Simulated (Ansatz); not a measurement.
The starting structures come from a database of crystals and need not be the phases stable at ambient conditions.

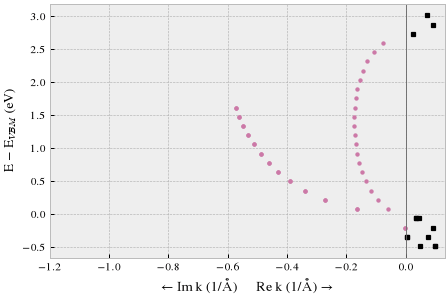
Figure. Complex bands at the centre of the two-dimensional zone; r2SCAN (Ansatz, an electronic-structure program)

The gap is the functional's own. No spin-orbit coupling. Mid-gap values are interpolated on the energy grid.

Question: This is ZnS (P3m1, not sure to be the ambient phase, 20 atoms a cell, 19.6 Å³ an atom) along the normal of (001). Read off the slowest decay at the centre of the two-dimensional zone at 1.33 eV, the computed energy nearest the middle of the gap.

Answer: κ ≈ 0.17 1/Å, a decay length 1/(2κ) of the density of 2.9 Å.
